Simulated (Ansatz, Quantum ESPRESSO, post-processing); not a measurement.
# From contact to tunnelling: vacuum gaps between two Na(110) faces, part 4 of 4

Aim: how the conductance falls as the barrier grows, for vacuum gaps between two Na(110) faces.

Quantum ESPRESSO 7.5; plane-wave DFT, PBE, GBRV ultrasoft pseudopotentials; cross-check by Ansatz 0.2.0 with PAW datasets.

So far. Step 6 (Transmission with pwcond.x, 5 Å): T goes from 0.631 to 0.334, a factor of 1.9. Step 7 (Cross-check with Ansatz, 5 Å): Ansatz finds T = 0.340 against pwcond's 0.334.

### Step 9. Transmission with pwcond.x, 6 Å

Level of this step: transmission by pwcond, lead and junction from one cell; plane-wave DFT, PBE, GBRV ultrasoft pseudopotentials (Quantum ESPRESSO).

j2.cond.in

```
&inputcond
  outdir = './out'
  prefixt = 'j2.scf'
  tran_file = 'j2.cond.dat'
  bdl = 1.4142135619
  bds = 9.2067460214
  ikind = 1
  ewind = 4.0
  epsproj = 1e-05
  nz1 = 7
  energy0 = 0.4
  denergy = -0.4
/
21
  0.00000000 0.00000000 0.01562500
  0.00000000 0.12500000 0.03125000
  0.00000000 0.25000000 0.03125000
  0.00000000 0.37500000 0.03125000
  0.00000000 0.50000000 0.01562500
  0.12500000 0.00000000 0.06250000
  0.12500000 0.25000000 0.06250000
  0.12500000 0.37500000 0.06250000
  0.12500000 0.50000000 0.06250000
  0.25000000 0.00000000 0.06250000
  0.25000000 0.12500000 0.03125000
  0.25000000 0.37500000 0.06250000
  0.25000000 0.50000000 0.06250000
  0.25000000 0.62500000 0.03125000
  0.37500000 0.00000000 0.06250000
  0.37500000 0.12500000 0.06250000
  0.37500000 0.50000000 0.06250000
  0.37500000 0.62500000 0.06250000
  0.50000000 0.00000000 0.03125000
  0.50000000 0.12500000 0.06250000
  0.50000000 0.25000000 0.03125000
3
```

On the command line:

```
> OMP_NUM_THREADS=1 mpirun -n 4 pwcond.x -in j2.cond.in > j2.cond.out
```

Numbers of over 12 decimals in the logs are rounded to 6 here.

What it wrote:

```text
[banner, memory and clock lines left out]
Program PWCOND v.7.5 starts
[citation notice left out]

[...]
./out/j2.scf.save/

     IMPORTANT: XC functional enforced from input :
     Exchange-correlation= PBE
                           (   1   4   3   4   0   0   0)
     Any further DFT definition will be discarded
     Please, verify this is what you really want

     Reading collected, re-writing distributed wavefunctions

===== INPUT FILE containing all the regions =====

     GEOMETRY:

     lattice parameter (alat)  =       7.9368  a.u.
[...]
---  E-Ef =   -0.4000000  k =    0.5000000   0.2500000
---  ie =          3  ik =         21
 Nchannels of the left tip =            1
 Right moving states:
   k1(2pi/a)   k2(2pi/a)   E-Ef (eV)
   0.4233651   0.0000186  -0.4000000
 Left moving states:
   k1(2pi/a)   k2(2pi/a)   E-Ef (eV)
  -0.4233651   0.0000186  -0.4000000

 to transmit
 Band j to band i transmissions and reflections:
    j         i     |T_ij|^2    |R_ij|^2

    1 -->     1     0.02366     0.97634
   Total T_j, R_j =    0.02366  0.97634

E-Ef(ev), T(x2 spins) =   -0.4000000   0.0473198
   T_tot     0.40000      0.42929E+00
   T_tot     0.00000      0.26960E+00
   T_tot    -0.40000      0.16377E+00

[...]
```

The job ended after 2.1 min (4 MPI ranks of Arm Neoverse V1, shared host; peak memory 0.29 GiB).

This step gave:

* transmission at the Fermi level, one spin: 0.1348
* conductance: 0.1348 G₀

Per spin; mean over the k mesh across the current. The transmission, zone mean by energy, zero at the Fermi level:

| energy (eV) | transmission, zone mean |
| --- | --- |
| -0.400 | 0.0819 |
| 0.000 | 0.135 |
| 0.400 | 0.215 |

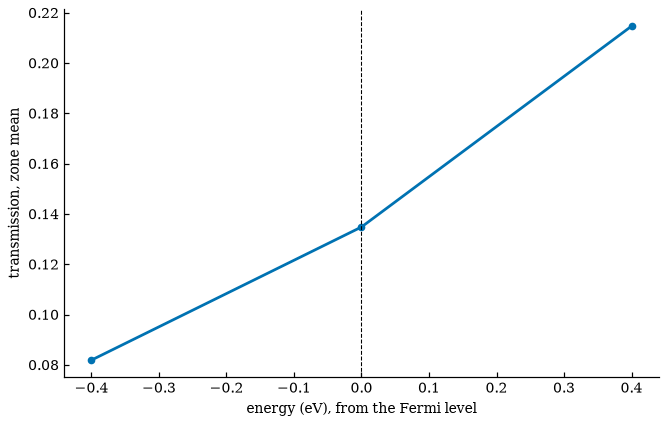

Transmission, zone mean, plotted against energy.

At 0.000 eV; k in fractions of b1, b2. Transmission by k point:

| k1 | k2 | weight | t | channels |
| --- | --- | --- | --- | --- |
| 0 | 0 | 0.01562 | 0.603 | 1 |
| 0 | 0.125 | 0.03125 | 0.461 | 1 |
| 0 | 0.25 | 0.03125 | 0.1869 | 1 |
| 0 | 0.375 | 0.03125 | 0.02811 | 1 |
| 0 | 0.5 | 0.01562 | 0 | 0 |
| 0.125 | 0 | 0.0625 | 0.4946 | 1 |
| 0.125 | 0.25 | 0.0625 | 0.2761 | 1 |
| 0.125 | 0.375 | 0.0625 | 0.07659 | 1 |
| 0.125 | 0.5 | 0.0625 | 0 | 0 |
| 0.25 | 0 | 0.0625 | 0.2566 | 1 |
| 0.25 | 0.125 | 0.03125 | 0.3439 | 1 |
| 0.25 | 0.375 | 0.0625 | 0.09476 | 1 |
| 0.25 | 0.5 | 0.0625 | 0.01166 | 1 |
| 0.25 | 0.625 | 0.03125 | 0 | 0 |
| 0.375 | 0 | 0.0625 | 0.07685 | 1 |
| 0.375 | 0.125 | 0.0625 | 0.1431 | 1 |
| 0.375 | 0.5 | 0.0625 | 0.01297 | 1 |
| 0.375 | 0.625 | 0.0625 | 0 | 0 |
| 0.5 | 0 | 0.03125 | 0.00503 | 2 |
| 0.5 | 0.125 | 0.0625 | 0.02806 | 1 |
| 0.5 | 0.25 | 0.03125 | 0.04486 | 1 |

T goes from 0.334 to 0.135, a factor of 2.5.

### Step 10. The same in Ansatz, 6 Å

Level of this step: plane-wave DFT, PBE, Ansatz PAW (Ansatz 0.2.0).

input.yaml

```yaml
crystal:
  lattice:
    - [4.2, 0.0, 0.0]
    - [2.1, 2.969848481, 0.0]
    - [0.0, 0.0, 38.6683332908]
  atoms:
    - { symbol: Na, position: [0.0, 0.0, 0.0] }
    - { symbol: Na, position: [0.5, 0.0, 0.0768031158] }
    - { symbol: Na, position: [0.0, 0.0, 0.1536062317] }
    - { symbol: Na, position: [0.5, 0.0, 0.2304093475] }
    - { symbol: Na, position: [0.0, 0.0, 0.3072124634] }
    - { symbol: Na, position: [0.5, 0.0, 0.3840155792] }
    - { symbol: Na, position: [0.0, 0.0, 0.539181305] }
    - { symbol: Na, position: [0.5, 0.0, 0.6159844208] }
    - { symbol: Na, position: [0.0, 0.0, 0.6927875366] }
    - { symbol: Na, position: [0.5, 0.0, 0.7695906525] }
    - { symbol: Na, position: [0.0, 0.0, 0.8463937683] }
    - { symbol: Na, position: [0.5, 0.0, 0.9231968842] }
kpoints:
  mp_grid: { grid: [7, 8, 1] }
hamiltonian:
  xc: pbe
scf:
  occupations: { method: fermi_dirac, width: 0.1 }
  convergence: { dr2_threshold: 1.0e-08 }
output:
  transmission: { leads: [[0, 2]], e_range: [-0.4, 0.4], de: 0.4, kmesh: [8, 8] }
  write_potential: true
  write_density: true
  volumetric_format: npy
```

On the command line:

```
> ansatz run input.yaml --threads 4 --pin off --max-ram 8192MiB --backend cpu --events-out ev --progress --plain --runs-dir out
```

What it wrote:

```text
[...]
Crystal: 12 atoms, lattice volume = 482.324 Å³
Basis set: ecut = 420 eV, 9255 PW (Γ)
Bands: 66, of which v1, the nominal top of the filled ones, is band 54 counted from 1 (53 counted from 0)
Symmetry: 4 space group operations
k-points: 29 of 56
[...]
k-point 28: bands = [... 50 lower, 1.5791, 1.6780, 1.7525, 1.7588, 1.8675, 1.9572, 2.0422, 2.2034, ... 8 higher]
--- Transmission ---
  basis      : 103 plane waves across, 49 finite elements along
  points     : 34, standing for a mesh of 8 x 8
[...]
channels       : 8.593750e-1 a spin
[...]
slowest decay  : 0.1679 /Å at (0.1250, 0.5000)
  junction   : crystal 0 to crystal 0, 1.48 to 34.21 Å
    transmission   : 1.359809e-1 a spin
[...]
[key lines of the parts left out:]
SCF converged after 8 iterations
Free energy (F): -17836.776548 eV
Fermi energy:    1.420383 eV
```

Elapsed: 52 s, on 4 threads; peak memory 1.3 GiB.

Read from the output:

* free energy: -17836.7765 eV
* energy at zero smearing: -17836.6779 eV
* smearing term TS: 0.1974 eV
* Fermi energy: 1.420 eV
* transmission at the Fermi level, one spin: 0.1360
* step of the lead's Hamiltonian over a period: 5.8 meV

Per spin; mean over the k mesh across the current. Transmission, zone mean against energy, zero at the Fermi level:

| energy (eV) | transmission, zone mean |
| --- | --- |
| -0.400 | 0.0821 |
| 0.000 | 0.136 |
| 0.400 | 0.216 |

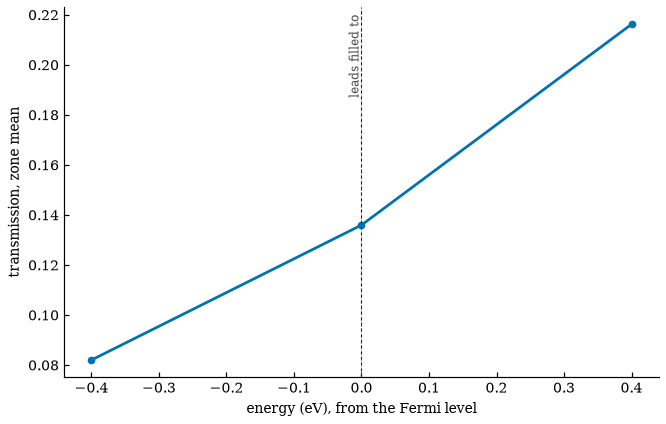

Transmission, zone mean, plotted against energy.

Ansatz finds T = 0.136 against pwcond's 0.135.

### Step 11. Self-consistent run, 7 Å

Level of this step: plane-wave DFT, PBE, GBRV ultrasoft pseudopotentials (Quantum ESPRESSO 7.5).

j3.scf.in

```
&control
  prefix = 'j3.scf'
  outdir = './out'
  pseudo_dir = './pseudo'
  calculation = 'scf'
  tprnfor = .true.
/
&system
  ibrav = 0
  nat = 12
  ntyp = 1
  ecutwfc = 40
  ecutrho = 200
  occupations = 'smearing'
  smearing = 'mv'
  degauss = 0.01
/
&electrons
  conv_thr = 1e-07
  mixing_beta = 0.25
  electron_maxstep = 120
  mixing_mode = 'local-TF'
/
ATOMIC_SPECIES
  Na  22.9898  na_pbe_v1.5.uspp.F.UPF
CELL_PARAMETERS angstrom
  4.20000000000000 0.00000000000000 0.00000000000000
  2.10000000000000 2.96984848098350 0.00000000000000
  0.00000000000000 0.00000000000000 39.66833329081850
ATOMIC_POSITIONS crystal
  Na  0.000000000000 0.000000000000 0.000000000000
  Na  0.500000000000 0.000000000000 0.074866984181
  Na  0.000000000000 0.000000000000 0.149733968363
  Na  0.500000000000 0.000000000000 0.224600952544
  Na  0.000000000000 0.000000000000 0.299467936725
  Na  0.500000000000 0.000000000000 0.374334920907
  Na  0.000000000000 0.000000000000 0.550798094912
  Na  0.500000000000 0.000000000000 0.625665079093
  Na  0.000000000000 0.000000000000 0.700532063275
  Na  0.500000000000 0.000000000000 0.775399047456
  Na  0.000000000000 0.000000000000 0.850266031637
  Na  0.500000000000 0.000000000000 0.925133015819
K_POINTS automatic
  7 8 1 0 0 0
```

On the command line:

```
> OMP_NUM_THREADS=1 mpirun -n 4 pw.x -nk 4 -in j3.scf.in > j3.scf.out
```

What it wrote:

```text
[banner, memory and clock lines left out]
Program PWSCF v.7.5 starts
[...]
Message from routine setup:
[...]
number of electrons       =       108.00
     number of Kohn-Sham states=           65
     kinetic-energy cutoff     =      40.0000  Ry
     charge density cutoff     =     200.0000  Ry
[...]
number of k points=    29  Marzari-Vanderbilt smearing, width (Ry)=  0.0100
[...]
Dense  grid:   159641 G-vectors     FFT dimensions: (  36,  32, 360)
[...]
Starting wfcs are   60 randomized atomic wfcs +    5 random wfcs
[...]
estimated scf accuracy    <       0.34030058 Ry
[...]
estimated scf accuracy    <       0.25137794 Ry
[...]
estimated scf accuracy    <       0.00824550 Ry
[...]
estimated scf accuracy    <       0.01397865 Ry
[...]
estimated scf accuracy    <       0.00299840 Ry
[...]
estimated scf accuracy    <       0.00155199 Ry
[...]
estimated scf accuracy    <       0.00026555 Ry
[...]
estimated scf accuracy    <       0.00019767 Ry
[...]
estimated scf accuracy    <       0.00005441 Ry
[...]
estimated scf accuracy    <       0.00004351 Ry
[...]
estimated scf accuracy    <       0.00000108 Ry
[...]
estimated scf accuracy    <       0.00000013 Ry
[...]
the Fermi energy is     1.2065 ev
!    total energy              =   -1144.12035250 Ry
     estimated scf accuracy    <       0.00000003 Ry
     smearing contrib. (-TS)   =      -0.00097029 Ry
     internal energy E=F+TS    =   -1144.11938221 Ry
[...]
one-electron contribution =   -1510.17834514 Ry
     hartree contribution      =     757.91023165 Ry
     xc contribution           =    -171.69462502 Ry
     ewald contribution        =    -220.15664371 Ry
     convergence has been achieved in  13 iterations
[...]
Total force =     0.001096     Total SCF correction =     0.000946
[...]
```

Wall time 3.9 min (4 MPI ranks); peak memory 1.3 GiB; 16 min of CPU time.

Read from the output:

- free energy: -15566.5504 eV
- Fermi energy: 1.206 eV

### Step 12. Transmission with pwcond.x, 7 Å

j3.cond.in is the input of step 9 with these lines changed:

```diff
@@ -2,6 +2,6 @@
   outdir = './out'
-  prefixt = 'j2.scf'
-  tran_file = 'j2.cond.dat'
+  prefixt = 'j3.scf'
+  tran_file = 'j3.cond.dat'
   bdl = 1.4142135619
-  bds = 9.2067460214
+  bds = 9.4448412595
   ikind = 1
```

On the command line:

```
> OMP_NUM_THREADS=1 mpirun -n 4 pwcond.x -in j3.cond.in > j3.cond.out
```

What it wrote:

```text
[banner, memory and clock lines left out]
Program PWCOND v.7.5 starts
[citation notice left out]

[...]
./out/j3.scf.save/

     IMPORTANT: XC functional enforced from input :
     Exchange-correlation= PBE
                           (   1   4   3   4   0   0   0)
     Any further DFT definition will be discarded
     Please, verify this is what you really want

     Reading collected, re-writing distributed wavefunctions

===== INPUT FILE containing all the regions =====

     GEOMETRY:

     lattice parameter (alat)  =       7.9368  a.u.
[...]
---  E-Ef =   -0.4000000  k =    0.5000000   0.2500000
---  ie =          3  ik =         21
 Nchannels of the left tip =            1
 Right moving states:
   k1(2pi/a)   k2(2pi/a)   E-Ef (eV)
   0.4237112   0.0000186  -0.4000000
 Left moving states:
   k1(2pi/a)   k2(2pi/a)   E-Ef (eV)
  -0.4237113   0.0000186  -0.4000000

 to transmit
 Band j to band i transmissions and reflections:
    j         i     |T_ij|^2    |R_ij|^2

    1 -->     1     0.00348     0.99652
   Total T_j, R_j =    0.00348  0.99652

E-Ef(ev), T(x2 spins) =   -0.4000000   0.0069511
   T_tot     0.40000      0.15448E+00
   T_tot     0.00000      0.76103E-01
   T_tot    -0.40000      0.38688E-01

[...]
```

Elapsed: 2.1 min, on 4 MPI ranks; peak memory 0.3 GiB; 8.4 min of CPU time.

This step gave:

| Property | Result |
| --- | --- |
| transmission at the Fermi level, one spin | 0.03805 |
| conductance | 0.03805 G₀ |

Per spin; mean over the k mesh across the current. The transmission, zone mean by energy, zero at the Fermi level:

| energy (eV) | transmission, zone mean |
| --- | --- |
| -0.400 | 0.0193 |
| 0.000 | 0.0381 |
| 0.400 | 0.0772 |

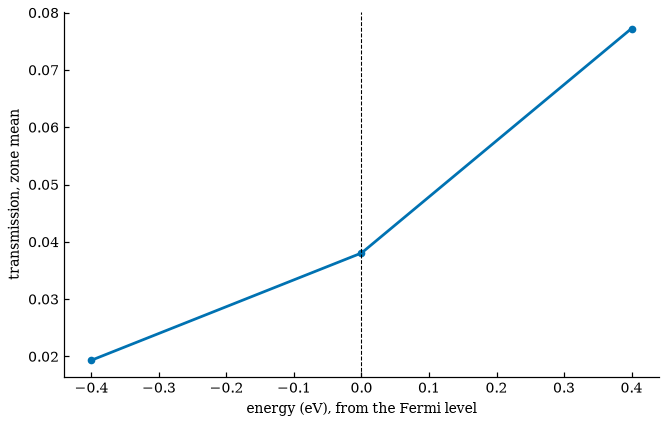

Transmission, zone mean against energy.

T goes from 0.135 to 0.0381, a factor of 3.5.

### Step 13. The same in Ansatz, 7 Å

Level of this step: plane-wave DFT, PBE, Ansatz PAW (Ansatz 0.2.0).

input.yaml, the sections that differ from step 10:

```yaml
crystal:
  lattice:
    - [4.2, 0.0, 0.0]
    - [2.1, 2.969848481, 0.0]
    - [0.0, 0.0, 39.6683332908]
  atoms:
    - { symbol: Na, position: [0.0, 0.0, 0.0] }
    - { symbol: Na, position: [0.5, 0.0, 0.0748669842] }
    - { symbol: Na, position: [0.0, 0.0, 0.1497339684] }
    - { symbol: Na, position: [0.5, 0.0, 0.2246009525] }
    - { symbol: Na, position: [0.0, 0.0, 0.2994679367] }
    - { symbol: Na, position: [0.5, 0.0, 0.3743349209] }
    - { symbol: Na, position: [0.0, 0.0, 0.5507980949] }
    - { symbol: Na, position: [0.5, 0.0, 0.6256650791] }
    - { symbol: Na, position: [0.0, 0.0, 0.7005320633] }
    - { symbol: Na, position: [0.5, 0.0, 0.7753990475] }
    - { symbol: Na, position: [0.0, 0.0, 0.8502660316] }
    - { symbol: Na, position: [0.5, 0.0, 0.9251330158] }
# kpoints, hamiltonian, scf, output: as in step 10
```

On the command line:

```
> ansatz run input.yaml --threads 4 --pin off --max-ram 8192MiB --backend cpu --events-out ev --progress --plain --runs-dir out
```

What it wrote:

```text
[...]
Crystal: 12 atoms, lattice volume = 494.798 Å³
Basis set: ecut = 420 eV, 9491 PW (Γ)
Bands: 66, of which v1, the nominal top of the filled ones, is band 54 counted from 1 (53 counted from 0)
Symmetry: 4 space group operations
k-points: 29 of 56
[...]
k-point 28: bands = [... 50 lower, 1.4833, 1.5809, 1.6536, 1.6558, 1.7715, 1.8646, 1.9396, 2.1042, ... 8 higher]
--- Transmission ---
  basis      : 103 plane waves across, 52 finite elements along
  points     : 34, standing for a mesh of 8 x 8
[...]
channels       : 8.593750e-1 a spin
[...]
slowest decay  : 0.1689 /Å at (0.1250, 0.5000)
  junction   : crystal 0 to crystal 0, -1.48 to 32.24 Å
    transmission   : 3.709463e-2 a spin
[...]
[key lines of the parts left out:]
SCF converged after 8 iterations
Free energy (F): -17836.749704 eV
Fermi energy:    1.322977 eV
```

The job ended after 48 s (4 threads; peak memory 1.3 GiB; 3 min of CPU time).

Numbers from this step:

```
free energy                               : -17836.7497 eV
energy at zero smearing                   : -17836.6483 eV
smearing term TS                          : 0.2028 eV
Fermi energy                              : 1.323 eV
transmission at the Fermi level, one spin : 0.03709
```

Per spin; mean over the k mesh across the current. Table of transmission, zone mean by energy, zero at the Fermi level:

| energy (eV) | transmission, zone mean |
| --- | --- |
| -0.400 | 0.0189 |
| 0.000 | 0.0371 |
| 0.400 | 0.0755 |

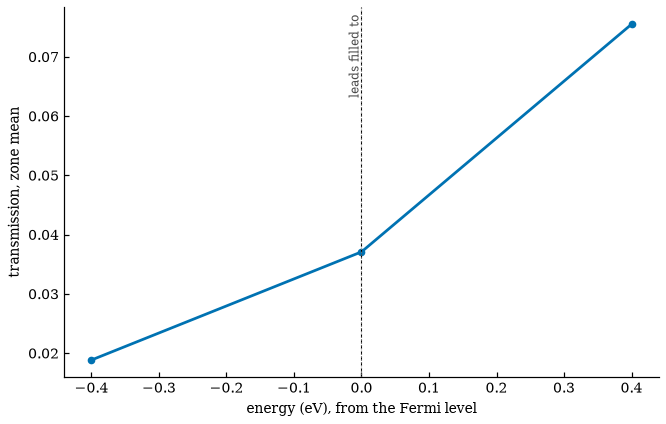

Transmission, zone mean against energy.

Ansatz finds T = 0.0371 against pwcond's 0.0381.

### Step 14. The series side by side

All levels:

| level | T by pwcond | T by Ansatz | lead channels | CPU time (s) |
| --- | --- | --- | --- | --- |
| 4 Å | 0.6313 | 0.633 | 0.8594 | 1114 |
| 5 Å | 0.3342 | 0.3399 | 0.8594 | 1205 |
| 6 Å | 0.1348 | 0.136 | 0.8594 | 1362 |
| 7 Å | 0.03805 | 0.03709 | 0.8594 | 1441 |

### Step 15. A check by hand

For the narrowest barrier, the Landauer sum over the mesh, Σ w T = 0.0625 × 0.982 + 0.0625 × 0.94 + 0.0625 × 0.934 + … = 0.6313.

G = 0.631 × 77.48 µS = 48.9 µS a cell. Times the area of 12.473 Å², the resistance-area product is A/G = 2.55 fΩ m², the leads' contact resistance included.

Free electrons at 1 an atom (2 atoms in 74.1 Å³) have k_F = 0.928 1/Å and offer A k_F²/4π = 0.85 channels per spin; the lead has 0.86 on this mesh.

κ = ln(T₁/T₂)/(2Δd) = ln(0.1348/0.03805)/(2 × 1 Å) = 0.63 1/Å.

### Step 16. Summary of results

```json
{"conductance a cell at 4 Å": "0.631 G₀", "conductance a cell at 5 Å": "0.334 G₀", "conductance a cell at 6 Å": "0.135 G₀", "conductance a cell at 7 Å": "0.0381 G₀", "fall of ln T per Å over the last interval": "1.26"}
```

**Reading.** The conductance goes from 0.631 G₀ at 4 Å to 0.0381 G₀ at 7 Å (PBE, GBRV ultrasoft). Interval by interval ln T falls by 0.64, 0.91 and 1.26 per Å: the decay still steepens, so it isn't yet a plain exponential. The last interval gives κ = 0.63 1/Å in T ∝ exp(−2κd), an apparent barrier of (κ/0.512)² = 1.5 eV, while the decay still steepens. Ansatz follows the series within a factor of 1.03. Points with over 2.5 times the mean carry up to 59 % of T, so the means lean on few points, and the mesh was not tested. The geometries are as built, not relaxed, and the leads are short. Semilocal functionals lack the image potential in a vacuum gap.

[Logs are printed without paths, hosts, clocks, repeated set-up lines and the standing remarks that a program may print on its own settings, such as how far it seeks lower states.]

[Hosts, paths, dates, database ids (printed as entryN), source tags and the programs' standing remarks are cut or masked in the printed files.]

[Maps of the electrostatic potential energy from Ansatz leave out the sawtooth potential of an applied field or a dipole correction, so their vacuum need not be flat; planar profiles and work functions include it.]
